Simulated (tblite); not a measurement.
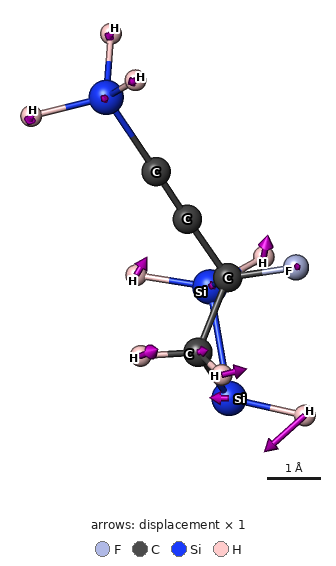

This is a relaxation of C4H8FSi3 (multiplicity 2). The starting structure is drawn; purple arrows show the displacements, at their true length. The two geometries are superimposed by the best rigid fit.

Style: ball-and-stick. Shown from a free direction.

Level of theory: GFN2-xTB geometry optimisation, gas phase (tblite 0.8.0). 

Q: Which element moves most?

A: Hydrogen: up to 1.06 Å, against 0.39 Å for silicon.

Q: What happened in the run?

A: The atom that moves furthest after the best rigid fit is an H atom (1.06 Å). Largest moves by element: H 1.06 Å, Si 0.39 Å, C 0.24 Å, F 0.11 Å. Near-neighbour distances that change, for instance: C–F 1.343 → 1.408 Å, Si–Si 2.262 → 2.313 Å, C–C 1.580 → 1.536 Å, C–C 1.467 → 1.430 Å. Bond angles that change, for instance: Si–Si–H 115.7° → 140.3°, Si–Si–H 112.5° → 128.0°, C–Si–H 116.5° → 106.8°. The energy falls by 0.623 eV in 99 geometry steps. The run took 1.5 s on 1 thread of Arm Neoverse N1, with other jobs on the host.
